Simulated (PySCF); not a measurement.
**C3H10BFS: runs on many settings**

Aim: see how C3H10BFS (`[BH3-][S@+](C)[C@@H](C)F`) answers to the choice of functional, basis, grid and SCF options, and what happens with inputs that are wrong on purpose.

The runs use PySCF 2.14.0, with density-fitted response routines of our own; the level of theory stands in each step. All values are computed, except where a source is named. Atoms are numbered from 0 throughout.

## (1) Starting geometry

16 atoms, charge 0, multiplicity 1; geometry from: GFN2-xTB.

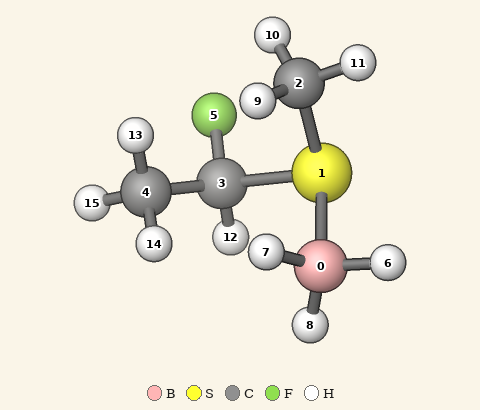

The starting geometry (boron pink, sulfur yellow, carbon grey, fluorine green, hydrogen white), atoms numbered.

## (2) Shielding tensors: PBE0/pcSseg-1

What the job is given:

```
{"job": {"kind": "nmr", "xc": "PBE0", "basis": "pcSseg-1"}, "charge": 0, "multiplicity": 1}
B     -1.632318    -0.917240    -0.721874
S     -0.873286    -0.063638     0.889279
C     -0.681629     1.676032     0.393624
C      0.901342    -0.600065     0.881486
C      1.643210    -0.384565    -0.415357
F      1.530318     0.075984     1.897598
H     -2.784678    -0.661391    -0.633125
H     -1.093084    -0.409602    -1.648778
H     -1.384728    -2.066819    -0.569898
H     -0.446941     1.737887    -0.664083
H      0.089519     2.132081     1.006908
H     -1.636500     2.154942     0.585674
H      0.868943    -1.655320     1.172587
H      1.742454     0.676924    -0.628764
H      1.109663    -0.873362    -1.224263
H      2.640117    -0.812905    -0.332425
```

Level: GIAO PBE0/pcSseg-1 NMR shielding, non-relativistic, gas phase.

Command:

```console
OMP_NUM_THREADS=1 python probes_run.py task.json out
```

The driver reads the jobs from task.json and runs them one after another.

Log:

```text
coarse grid: 13256 points
cycle   1  E = -642.6029511844  dE =  4.152e-01  |g| = 5.989e-01  |ddm| = 3.287e+00
cycle   2  E = -642.5653365075  dE =  3.761e-02  |g| = 7.840e-01  |ddm| = 1.065e+00
cycle   3  E = -642.6851315178  dE = -1.198e-01  |g| = 8.829e-02  |ddm| = 5.757e-01
cycle   4  E = -642.6867052257  dE = -1.574e-03  |g| = 3.117e-02  |ddm| = 9.457e-02
cycle   5  E = -642.6869283359  dE = -2.231e-04  |g| = 6.379e-03  |ddm| = 3.221e-02
cycle   6  E = -642.6869384446  dE = -1.011e-05  |g| = 1.339e-03  |ddm| = 9.235e-03
cycle   7  E = -642.6869388409  dE = -3.963e-07  |g| = 3.659e-04  |ddm| = 1.630e-03
final grid: 121904 points
cycle   8  E = -642.7328768168  dE = -5.096e-05  |g| = 9.678e-03  |ddm| = 3.003e-02
cycle   9  E = -642.7328664532  dE =  1.036e-05  |g| = 1.207e-02  |ddm| = 1.595e-02
cycle  10  E = -642.7328995333  dE = -3.308e-05  |g| = 1.177e-03  |ddm| = 9.166e-03
cycle  11  E = -642.7328997991  dE = -2.657e-07  |g| = 2.713e-04  |ddm| = 1.053e-03
cycle  12  E = -642.7328998110  dE = -1.188e-08  |g| = 8.332e-05  |ddm| = 2.668e-04
cycle  13  E = -642.7328998127  dE = -1.715e-09  |g| = 2.127e-05  |ddm| = 1.143e-04
cycle  14  E = -642.7328998128  dE = -1.194e-10  |g| = 4.605e-06  |ddm| = 2.736e-05
converged SCF energy = -642.7328998128

GIAO shielding tensors (ppm)
atom      isotropic    diamagn.    paramagn.     s11        s22        s33       span
  0 B      127.947     192.101     -64.155    107.110    123.094    153.637     46.527
  1 S      441.402    1057.715    -616.313    277.792    418.329    628.086    350.293
  2 C      163.473     253.566     -90.093    140.543    160.163    189.712     49.169
  3 C       81.560     248.491    -166.931     42.182     74.885    127.612     85.430
  4 C      170.717     250.344     -79.627    155.795    170.124    186.233     30.439
  5 F      359.414     474.396    -114.983    288.352    388.840    401.049    112.697
  6 H       29.724      30.303      -0.579     26.235     27.787     35.150      8.915
  7 H       30.391      31.461      -1.069     27.143     29.123     34.907      7.764
  8 H       29.997      30.692      -0.695     26.708     27.447     35.837      9.129
  9 H       29.642      31.639      -1.997     25.590     28.191     35.145      9.555
 10 H       29.337      30.710      -1.373     23.950     27.512     36.550     12.600
 11 H       29.385      29.569      -0.184     24.685     26.281     37.188     12.504
 12 H       26.028      30.715      -4.687     23.669     25.290     29.126      5.457
 13 H       30.299      31.221      -0.922     25.837     30.436     34.624      8.786
 14 H       29.561      30.364      -0.803     23.706     29.977     35.000     11.294
 15 H       30.026      28.400       1.626     25.776     27.131     37.172     11.396
```

Wall time 48 s (1 thread of Arm Neoverse N1, shared host); peak memory 0.73 GiB.

The references, computed at this level on geometries of the same kind, shield at (ppm): 1H TMS 31.72, 13C TMS 186.9, 19F CFCl3 170.9, 11B BF3·OEt2 100.1, 33S CS2 504. Their shielding less the atom's gives the shift. The references are single molecules in the gas phase, so shifts against H2O, NH3, PH3, H3PO4 or CFCl3 are not on the usual liquid scales and can be off by tens of ppm. Atoms listed in one row are averaged.

| atoms | environment | σ (ppm) | δ (ppm) | δ scaled to CDCl3 |
| --- | --- | --- | --- | --- |
| C3 | sp3 CH bonded to F and S | 81.6 | 105.4 | 96.5 |
| C2 | methyl carbon bonded to S | 163.5 | 23.5 | 16.6 |
| C4 | methyl carbon | 170.7 | 16.2 | 13.9 |
| H12 | hydrogen on an sp3 CH bonded to F and S | 26.03 | 5.69 | 5.47 |
| H9, H10, H11 | hydrogen on a methyl carbon bonded to S | 29.45 | 2.26 | 2.24 |
| H13, H14, H15 | hydrogen on a methyl carbon | 29.96 | 1.75 | 1.76 |
| H6, H7, H8 | hydrogen on a boron bonded to S | 30.04 | 1.68 | – |
| B0 | boron bonded to S, 3 H | 127.9 | -27.9 | – |
| S1 | sulfur bonded to 2 C, B | 441 | 62 | – |
| F5 | fluorine on an sp3 carbon | 359.4 | -188.5 | – |

The scaled column applies a straight-line fit of computed shieldings to shifts measured in CDCl3, with any fitted terms for Cl, Br or S neighbours, and one for carbons that bear F (root-mean-square error 0.16 ppm for H, 1.9 ppm for C).

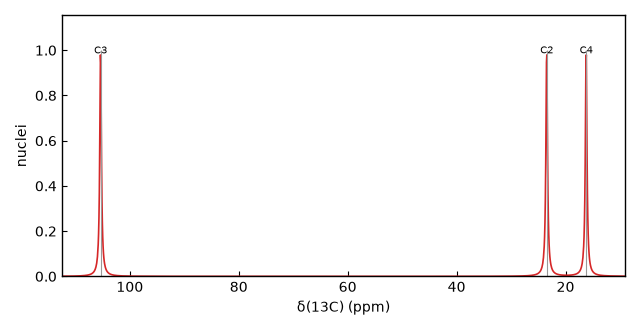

13C lines at the computed shifts, without couplings. Lines are broadened to a width of 0.36 ppm (Lorentzian).

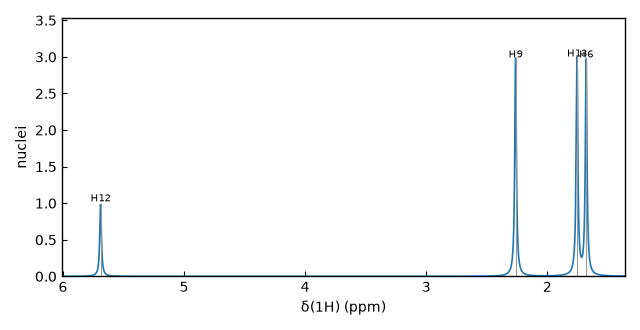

1H lines at the computed shifts, without couplings. Lines are broadened to a width of 0.02 ppm (Lorentzian).

Charges from the same density, by scheme (e):

| atoms | Mulliken | IAO | Hirshfeld | ESP fit |
| --- | --- | --- | --- | --- |
| B0 | -0.22 | -0.54 | -0.12 | -0.15 |
| S1 | 0.08 | 0.51 | 0.24 | 0.07 |
| C2 | -0.37 | -0.51 | -0.10 | -0.57 |
| C3 | 0.05 | 0.10 | 0.08 | 0.19 |
| C4 | -0.27 | -0.44 | -0.12 | -0.31 |
| F5 | -0.31 | -0.31 | -0.10 | -0.22 |

Mulliken charges:

B0 -0.22; S1 0.08; C2 -0.37; C3 0.05; C4 -0.27; F5 -0.31; H6 0.00; H7 -0.05; H8 -0.02; H9 0.18; H10 0.17; H11 0.18; H12 0.16; H13 0.13; H14 0.17; H15 0.14

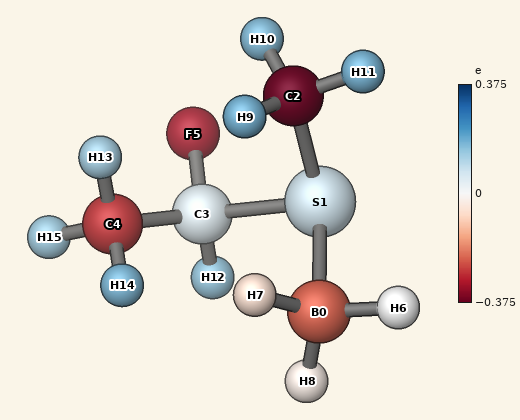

Mulliken charges, as colours on the atoms.

Mayer bond orders: B0–S1 0.63, S1–C2 0.96, S1–C3 0.93, C3–C4 1.02, C3–F5 0.88.

Orbitals, density, ELF and potential are computed afterwards from the orbital file.

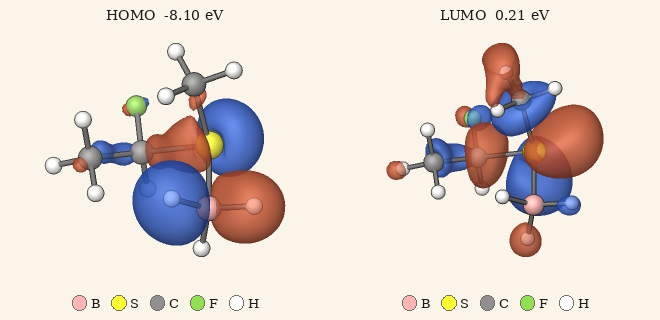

Frontier orbitals at PBE0/pcSseg-1; each surface holds 70 % of the orbital's density, blue and red mark the sign.

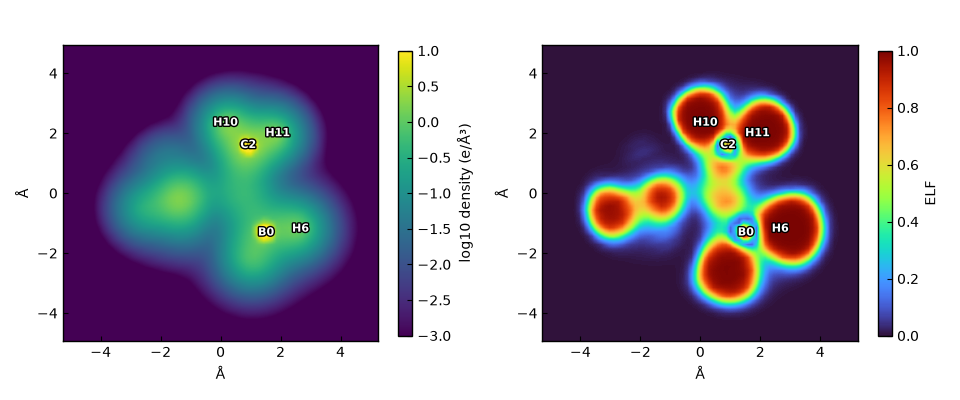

Density (left) and ELF (right) in a plane through or near 5 of the atoms.

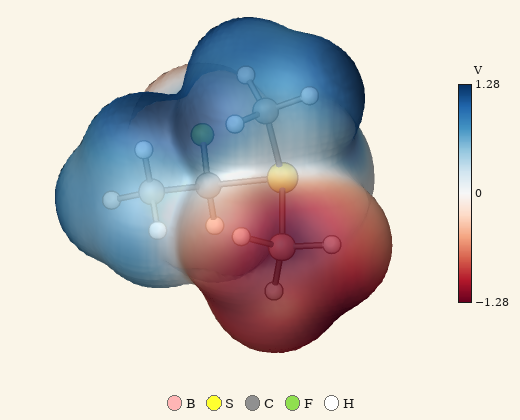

Electrostatic potential on the surface of density 0.002 e/bohr³; red is low, blue high. It runs from -1.28 to 1.27 V.

## (3) Excited states and response: PBE0/def2-SVPD

Settings changed since step 2:

```diff
@@ -1,2 +1,2 @@
-{"job": {"kind": "nmr", "xc": "PBE0", "basis": "pcSseg-1"}, "charge": 0, "multiplicity": 1}
+{"job": {"kind": "uv", "xc": "PBE0", "basis": "def2-SVPD", "nstates": 6, "ntriplets": 2}, "charge": 0, "multiplicity": 1}
 B     -1.632318    -0.917240    -0.721874
```

Level: TDDFT PBE0/def2-SVPD, vertical, gas phase, core orbitals frozen in the response.

Log:

```text
coarse grid: 13256 points
cycle   1  E = -642.3414277418  dE =  3.651e-01  |g| = 5.606e-01  |ddm| = 5.064e+00
cycle   2  E = -642.3053297407  dE =  3.610e-02  |g| = 7.323e-01  |ddm| = 1.992e+00
cycle   3  E = -642.4191463997  dE = -1.138e-01  |g| = 8.596e-02  |ddm| = 9.661e-01
cycle   4  E = -642.4206702976  dE = -1.524e-03  |g| = 3.082e-02  |ddm| = 1.450e-01
cycle   5  E = -642.4208982547  dE = -2.280e-04  |g| = 6.816e-03  |ddm| = 6.117e-02
cycle   6  E = -642.4209108277  dE = -1.257e-05  |g| = 1.479e-03  |ddm| = 1.830e-02
cycle   7  E = -642.4209113099  dE = -4.821e-07  |g| = 4.844e-04  |ddm| = 3.704e-03
final grid: 121904 points
cycle   8  E = -642.4942816540  dE = -6.155e-05  |g| = 9.595e-03  |ddm| = 1.351e-01
cycle   9  E = -642.4942712141  dE =  1.044e-05  |g| = 1.188e-02  |ddm| = 2.958e-02
cycle  10  E = -642.4943047180  dE = -3.350e-05  |g| = 1.210e-03  |ddm| = 1.580e-02
cycle  11  E = -642.4943050297  dE = -3.117e-07  |g| = 2.789e-04  |ddm| = 2.249e-03
cycle  12  E = -642.4943050432  dE = -1.349e-08  |g| = 1.002e-04  |ddm| = 5.883e-04
cycle  13  E = -642.4943050458  dE = -2.629e-09  |g| = 2.156e-05  |ddm| = 2.714e-04
cycle  14  E = -642.4943050459  dE = -1.303e-10  |g| = 6.354e-06  |ddm| = 5.145e-05
converged SCF energy = -642.4943050459

Static polarisability (au): isotropic 77.686, principal 68.748 79.150 85.159

Singlet excitations
state   eV       nm        f      main configurations
  1   6.7834    182.8   0.01822   H->L 0.84, H-2->L 0.09
  2   7.3085    169.6   0.00116   H-2->L 0.70, H->L 0.12
  3   7.3701    168.2   0.00538   H-1->L 0.51, H->L+1 0.25, H-2->L 0.10
  4   7.5246    164.8   0.08738   H-1->L 0.36, H->L+1 0.31, H->L+2 0.23
  5   7.5823    163.5   0.01278   H->L+2 0.62, H->L+1 0.31
  6   7.8435    158.1   0.00259   H-1->L+1 0.63, H-1->L+2 0.28

Triplet excitations (Tamm-Dancoff, eV): 6.1299 6.7069
```

Run time: 75 s. Hardware: 1 thread of Arm Neoverse N1, shared host; peak memory 0.86 GiB.

The orbitals next to the gap, with their largest atomic shares:

| orbital | eV | atoms |
| --- | --- | --- |
| HOMO−3 | -9.95 | S1 32 %, B0 12 %, F5 11 % |
| HOMO−2 | -8.72 | S1 35 %, B0 26 %, H6 13 % |
| HOMO−1 | -8.51 | B0 42 %, H8 27 %, H6 11 % |
| HOMO | -8.08 | B0 29 %, S1 27 %, H7 20 % |
| LUMO | 0.02 | S1 43 %, C2 15 %, C3 8 % |
| LUMO+1 | 0.47 | S1 32 %, C3 16 %, H12 9 % |
| LUMO+2 | 0.64 | S1 41 %, B0 14 %, C3 11 % |

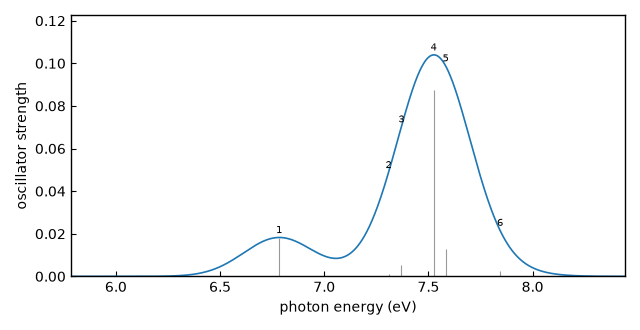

Absorption spectrum from the 6 singlet states computed; above the last one it falls off for lack of states. Lines are broadened to a width of 0.40 eV (Gaussian).

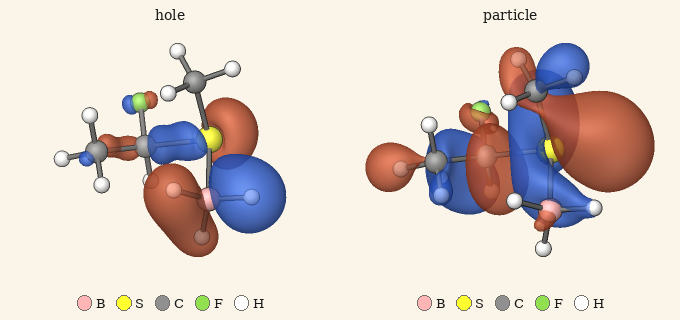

Leading natural transition orbitals of singlet state 4: the electron leaves the hole (left) for the particle orbital (right).

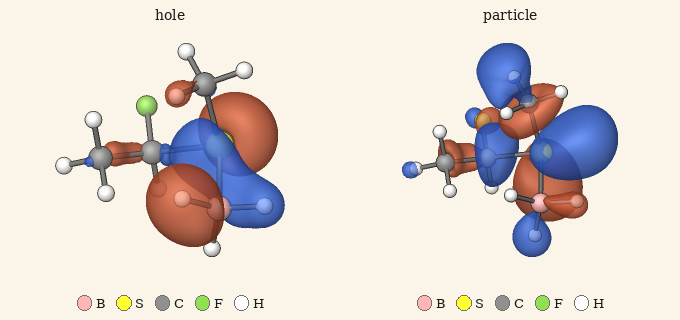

Leading natural transition orbitals of singlet state 1: the electron leaves the hole (left) for the particle orbital (right).

Further results of this job:

| property | computed |
| --- | --- |
| dipole moment (D) | 3.11 |
| polarisability (Å³) | 11.51 |
| HOMO–LUMO gap (eV) | 8.10 |
| −ε(HOMO) (eV) | 8.08 |

## (4) Ultraviolet spectrum: PBE00/LANL2DZ

Settings changed since step 3:

```diff
@@ -1,2 +1,2 @@
-{"job": {"kind": "uv", "xc": "PBE0", "basis": "def2-SVPD", "nstates": 6, "ntriplets": 2}, "charge": 0, "multiplicity": 1}
+{"job": {"kind": "uv", "xc": "PBE00", "basis": "LANL2DZ", "nstates": 6, "ntriplets": 0, "tda": false, "scf": {"aux": "cc-pvdz-ri", "conv": 0.001, "max_cycle": 56}}, "charge": 0, "multiplicity": 1}
 B     -1.632318    -0.917240    -0.721874
```

Method: PBE00/LANL2DZ.

Log:

```text
KeyError: "LibXCFunctional: name 'PBE00' not found."
```

It took 0.46 s on 1 thread of Arm Neoverse N1, shared host; peak memory 0.5 GiB.

Why it failed: No functional is called PBE00: the name is misspelt. The remedy is to type the name correctly.

(Part 1 of 2 ends here.)
